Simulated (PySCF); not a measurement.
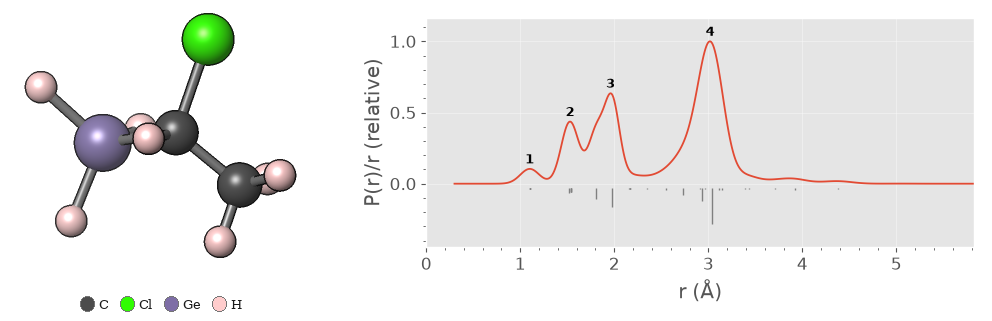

Simulated gas electron diffraction: radial distribution curve of C₂H₇ClGe. Each pair of atoms contributes with weight ZᵢZⱼ/r (bars below the curve); damping constant 0.002 Å²; vibrational amplitudes assumed, not computed: 0.05 Å for bonds, 0.078 Å for bonds to H, 0.06 + 0.015 r up to 0.15 Å for other pairs. The geometry is the end point of an optimisation (PBE0-D3(BJ)/def2-SVP geometry optimisation, gas phase (PySCF 2.14.0, density-fitted response routines)); it may be a saddle point or a higher isomer.

Read the positions of the numbered peaks and name the main pairs (– for bonds).

Peak 1, 1.10 Å: C–H 1.10 Å (×4)
Peak 2, 1.53 Å: C–C 1.51 Å, Ge–H 1.54 Å (×3)
Peak 3, 1.96 Å: Cl–C 1.81 Å, Ge–C 1.97 Å, not resolved
Peak 4, 3.02 Å: Ge···C 2.93 Å, Ge···Cl 3.04 Å, not resolved; in its flanks Cl···C 2.73 Å
